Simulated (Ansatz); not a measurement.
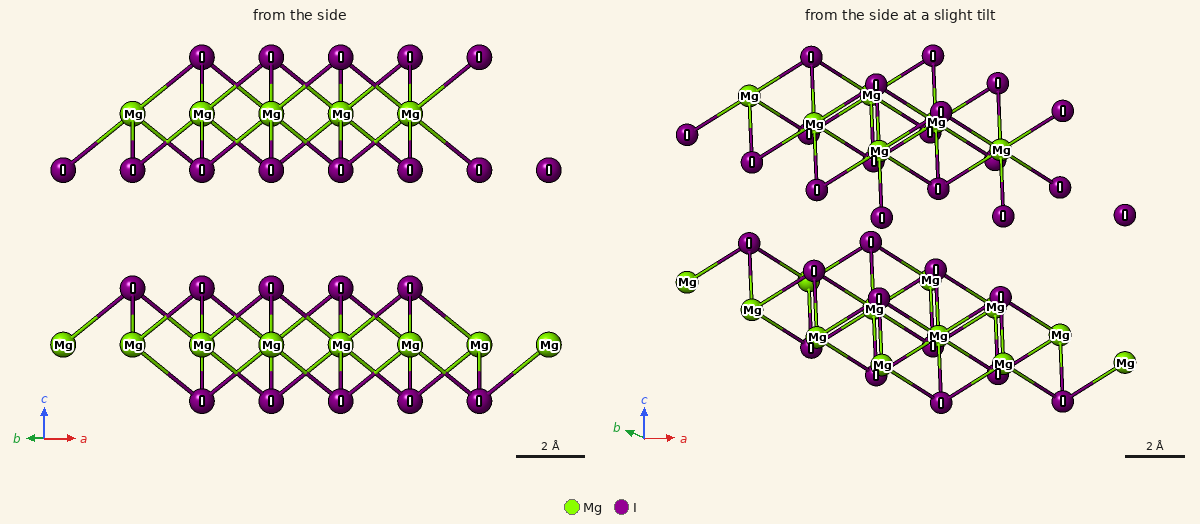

A ball-and-stick picture of a periodic slab, seen from the side and from the side at a slight tilt. The surface normal points up in side views; the vacuum is left out. 2×3 cells are drawn in the plane, with atoms at the edges repeated.

The cell holds 2 Mg, 4 I.

Name the terminations.

The top face ends in I, the bottom face in I. The two faces are alike.

Estimate the thickness.

About 10 Å from the lowest to the highest atom.

Go down through the slab and list the planes.

Six planes: I / Mg / I / I / Mg / I.

Origin of the cell: a structure type filled with these elements by a generator (whether the compound takes this form wasn't checked). The structure drawn was relaxed with DFT PBE+D3(BJ), scalar-relativistic, plane waves, PAW (Ansatz 0.2.0).
